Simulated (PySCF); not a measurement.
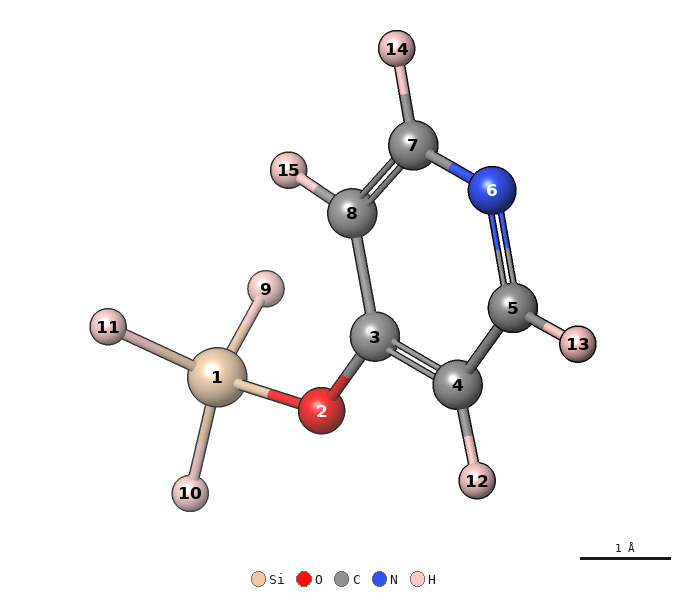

Orthographic view. Atoms fade into the background with distance from the viewer. The geometry was computed by an optimisation with PBE0-D3(BJ)/def2-SVP. No frequency run is at hand to confirm it as a minimum.

Write a MOL file (V2000) with the atoms in numerical order, bonds sorted by atom number with the orders drawn, and coordinates in the frame of the picture: x right, y up, z towards the viewer, origin at the mean position.

```
C5H7NOSi
                    3D

 15 15  0  0  0  0  0  0  0  0999 V2000
   -1.6300   -0.8500   -2.0100 Si  0  0  0  0  0  4  0  0  0  0  0  0
   -0.4600   -1.2200   -0.8400 O   0  0  0  0  0  0  0  0  0  0  0  0
    0.1300   -0.3900    0.0300 C   0  0  0  0  0  0  0  0  0  0  0  0
    1.0500   -0.9300    0.9400 C   0  0  0  0  0  0  0  0  0  0  0  0
    1.6700   -0.0700    1.8400 C   0  0  0  0  0  0  0  0  0  0  0  0
    1.4400    1.2400    1.9100 N   0  0  0  0  0  0  0  0  0  0  0  0
    0.5600    1.7400    1.0400 C   0  0  0  0  0  0  0  0  0  0  0  0
   -0.1200    0.9800    0.0900 C   0  0  0  0  0  0  0  0  0  0  0  0
   -1.0800    0.1400   -2.9800 H   0  0  0  0  0  0  0  0  0  0  0  0
   -1.9300   -2.1400   -2.6700 H   0  0  0  0  0  0  0  0  0  0  0  0
   -2.8400   -0.2800   -1.3500 H   0  0  0  0  0  0  0  0  0  0  0  0
    1.2700   -2.0000    0.9200 H   0  0  0  0  0  0  0  0  0  0  0  0
    2.3900   -0.4800    2.5600 H   0  0  0  0  0  0  0  0  0  0  0  0
    0.3700    2.8200    1.1000 H   0  0  0  0  0  0  0  0  0  0  0  0
   -0.8300    1.4600   -0.5900 H   0  0  0  0  0  0  0  0  0  0  0  0
  1  2  1  0
  1  9  1  0
  1 10  1  0
  1 11  1  0
  2  3  1  0
  3  4  2  0
  3  8  1  0
  4  5  1  0
  4 12  1  0
  5  6  2  0
  5 13  1  0
  6  7  1  0
  7  8  2  0
  7 14  1  0
  8 15  1  0
M  END
```
